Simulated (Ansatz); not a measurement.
## Electronic structure of CH7SbSn in real space

Input file:

```
crystal:
  periodic: [false, false, false]
  atoms:
    - {symbol: C, position_ang: [-2.075702, -0.849774, -1.259983]}
    - {symbol: Sb, position_ang: [-0.783990, 2.931383, -0.301901]}
    - {symbol: Sn, position_ang: [-1.536547, 1.010489, -2.251565]}
    - {symbol: H, position_ang: [-1.207025, -1.245060, -0.714652]}
    - {symbol: H, position_ang: [-2.896298, -0.669044, -0.551237]}
    - {symbol: H, position_ang: [-2.400148, -1.588409, -2.007346]}
    - {symbol: H, position_ang: [-0.268641, 0.711710, -3.384380]}
    - {symbol: H, position_ang: [-2.906222, 1.603929, -3.121713]}
    - {symbol: H, position_ang: [0.685641, 2.073057, -0.018814]}
    - {symbol: H, position_ang: [-0.021780, 3.895601, -1.511111]}
basis:
  gaussian:
    orbitals: def2-TZVPD
hamiltonian:
  xc: {name: PBE0}
output: {forces: true, orbitals: {seedname: orbitals}}
```

Run with:

```sh
ansatz run input.yaml --threads 2 --pin off --max-ram 4350MiB --events-out events.jsonl --progress --plain --runs-dir runs
```

Geometry: B3LYP-D3(BJ)/def2-SVP; core potentials replace the inner electrons of Sb and Sn.

The calculation used Ansatz, isolated molecule in a Gaussian basis; Kohn-Sham density functional theory, functional PBE0.

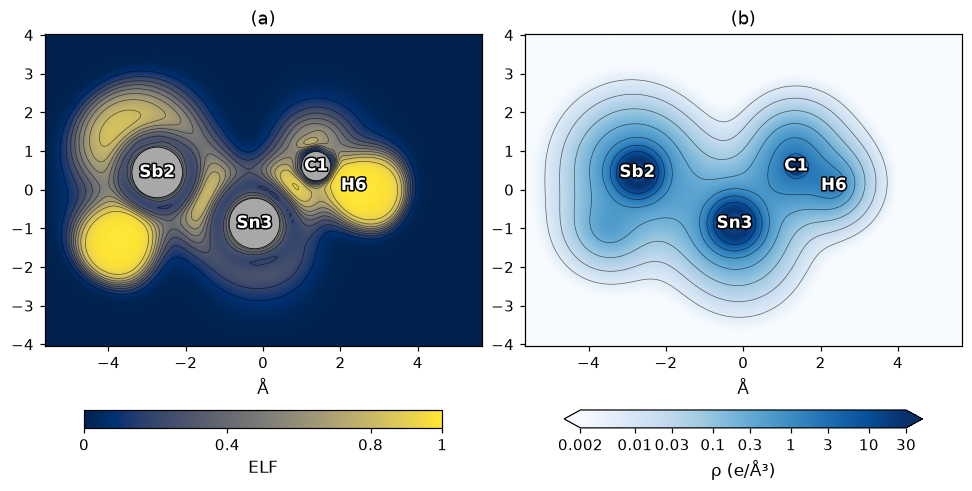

Figure 1. (a) ELF; (b) electron density on the plane of atoms C1, Sn3 and Sb2. Grey discs cover the atomic cores in the ELF map.

Interpret the plot.

Answer.
- The plane passes through C, Sb, Sn and H nuclei.
- C–Sn (2.18 Å): the density is about 0.68 e/Å³ at the midpoint; the ELF peaks at about 0.90 in the valence shell of C, 0.7 Å from its nucleus, and drops to about 0.20 between the two atoms.
- Sn–Sb (2.84 Å): the density is about 0.4 e/Å³ at the midpoint; the ELF peaks at about 0.80 between the atoms; a covalent bond.
- C–H (1.10 Å): ρ at the midpoint is about 1.9 e/Å³; the ELF climbs to about 1 towards the hydrogen, as it does in any bond to H; a covalent bond by its length.
- The ELF also peaks beside Sb2, away from the bonds: lone-pair regions.

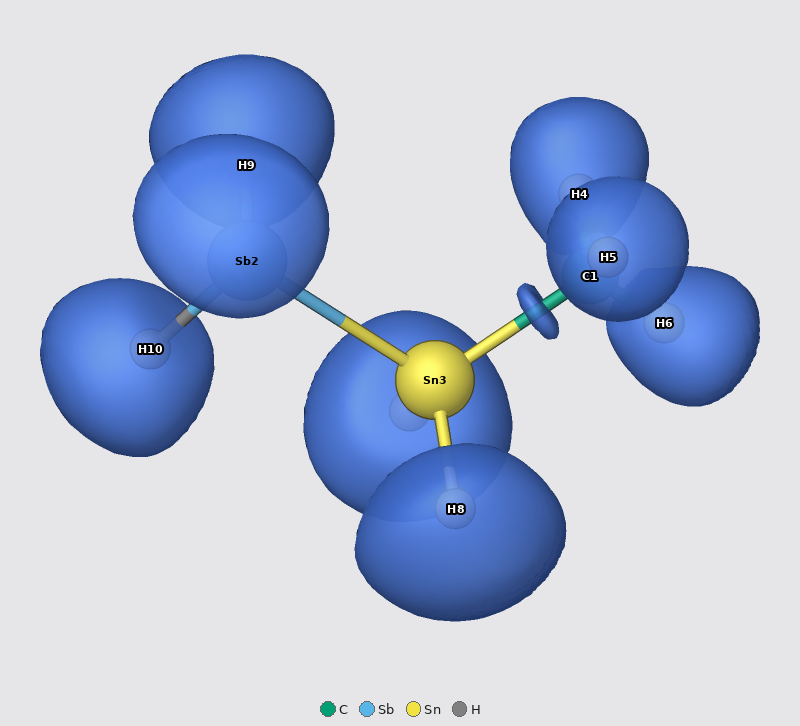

Figure 2. Isosurface of the electron localisation function at 0.85 (blue), seen across its widest extent. Core shells and regions of very low density are left out.

What do the ELF domains correspond to?

Answer. The ELF exceeds this value in seven regions around hydrogen nuclei, one lobe of the valence shell of C pointing towards Sn (polar bonds) and one lobe on Sb, pointing away from the bonds (lone pairs).

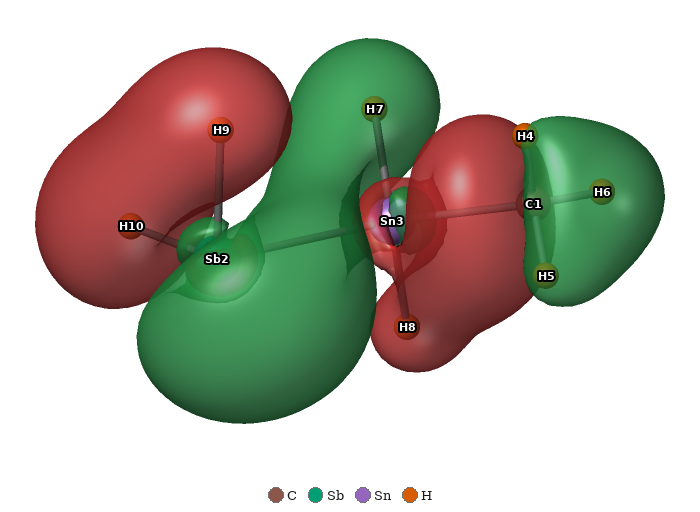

Figure 3. The HOMO−1 at ±0.06 Å⁻³ᐟ² (green and red are the two phases), seen from one side.

What is the character of this orbital?

Answer. By Hirshfeld shares it lies mainly on Sb2 (about 40 %), Sn3 (about 15 %), C1 (about 15 %), H10 (about 10 %) and H9 (about 5 %). Its energy is −8.04 eV.
